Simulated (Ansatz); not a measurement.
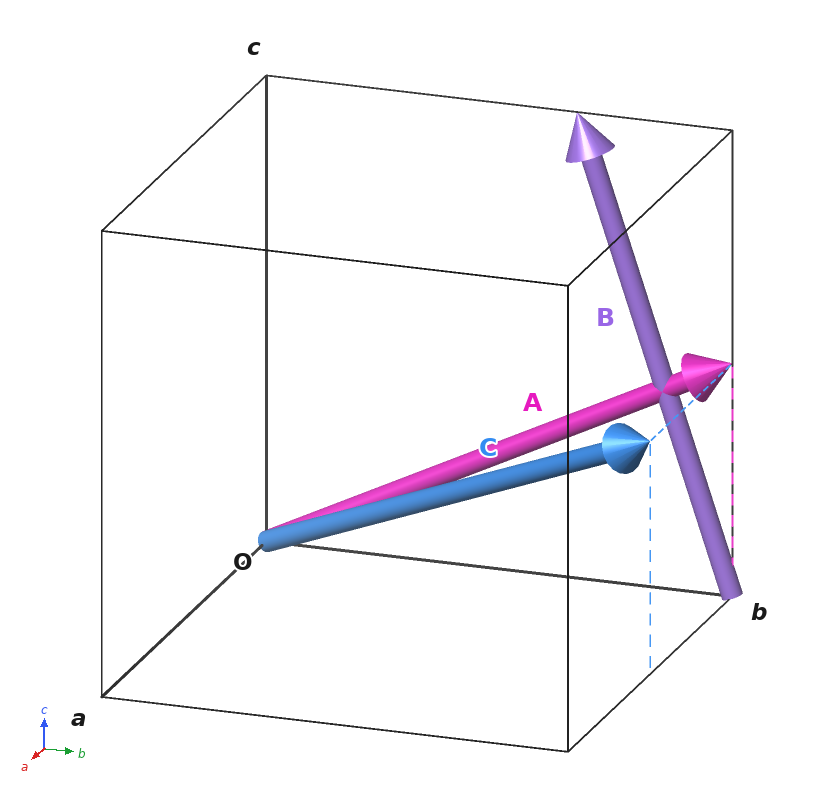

Crystal: EuBe4, coordinates from a relaxation with Ansatz 0.2.0, DFT PBE, scalar-relativistic, plane waves, PAW; the starting structure was generated, so it need not be a known form of this composition. Each arrow starts at a corner of the unit cell and ends on its surface; where a tip isn't a corner, dashed lines run from it parallel to the axes. The drawing is computed from the coordinates (standard cell, symmetry found to 0.002 Å).

a = 6.100 Å, b = 6.100 Å, c = 6.100 Å, α = 90.00°, β = 90.00°, γ = 90.00°.

### Give [uvw] of each arrow.

Arrow A runs from (0, 0, 0) to (0, 1, 1/2), so [0 2 1]; Arrow B runs from (0, 1, 0) to (0, 2/3, 1), so [0 −1 3]; Arrow C runs from (0, 0, 0) to (1/2, 1, 1/2), so [1 2 1].

### How long is the vector ua + vb + wc in each case, and what angles do the directions make?

A 13.641 Å; B 19.291 Å; C 14.943 Å. A–B: 81.9°. A–C: 24.1°. B–C: 82.6°.

### In Im-3m, No. 229, how many directions are equivalent to A (Laue class m-3m, both senses counted)?

24.
